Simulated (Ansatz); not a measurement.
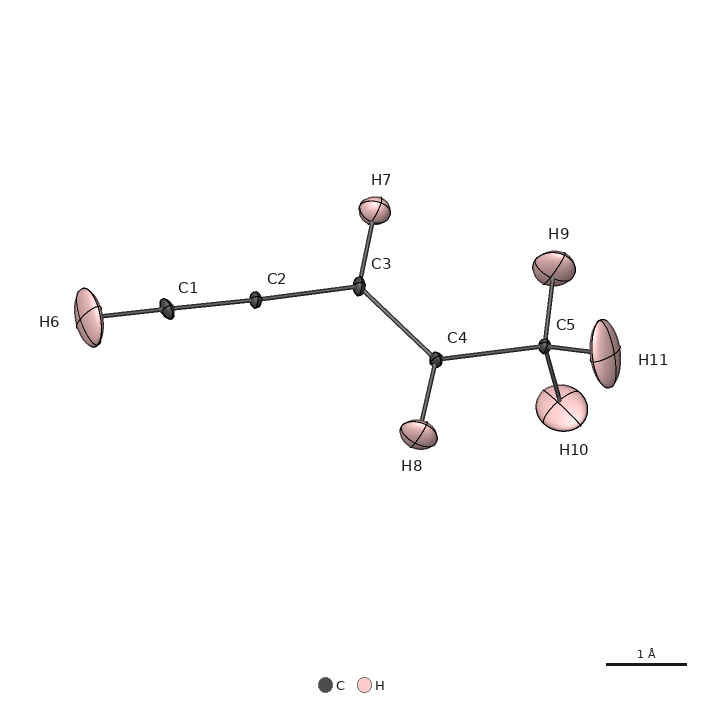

Displacement ellipsoids at the 50 % level, from the internal vibrations of the free molecule (harmonic, no overall translation or rotation; no half-axis is drawn under 0.075 Å). Vibrations computed with RKS PBE0-D4/def2-TZVP (Ansatz 0.2.0). Temperature: 400 K.

Question: Which atom moves most?

Answer: H10, H11, with U_eq = 0.0420 Å².

Question: Does H11 move more along its bond or across it?

Answer: Across it: the root-mean-square amplitude is 0.095 Å along the bond and up to 0.285 Å across, since bending and torsion are softer than stretching.

List U_eq and the three principal root-mean-square amplitudes for each kind of atom.

```json
{"atom": "C1", "U_eq (Å²)": "0.0051", "rms amplitudes (Å)": "0.034, 0.078, 0.090"}
{"atom": "C2", "U_eq (Å²)": "0.0034", "rms amplitudes (Å)": "0.034, 0.066, 0.069"}
{"atom": "C3", "U_eq (Å²)": "0.0044", "rms amplitudes (Å)": "0.032, 0.076, 0.080"}
{"atom": "C4", "U_eq (Å²)": "0.0042", "rms amplitudes (Å)": "0.040, 0.060, 0.086"}
{"atom": "C5", "U_eq (Å²)": "0.0036", "rms amplitudes (Å)": "0.045, 0.062, 0.071"}
{"atom": "H6", "U_eq (Å²)": "0.0394", "rms amplitudes (Å)": "0.077, 0.231, 0.242"}
{"atom": "H7", "U_eq (Å²)": "0.0180", "rms amplitudes (Å)": "0.104, 0.128, 0.163"}
{"atom": "H8", "U_eq (Å²)": "0.0238", "rms amplitudes (Å)": "0.085, 0.154, 0.201"}
{"atom": "H9", "U_eq (Å²)": "0.0368", "rms amplitudes (Å)": "0.087, 0.167, 0.274"}
{"atom": "H10, H11", "U_eq (Å²)": "0.0420", "rms amplitudes (Å)": "0.085, 0.193, 0.285"}
```
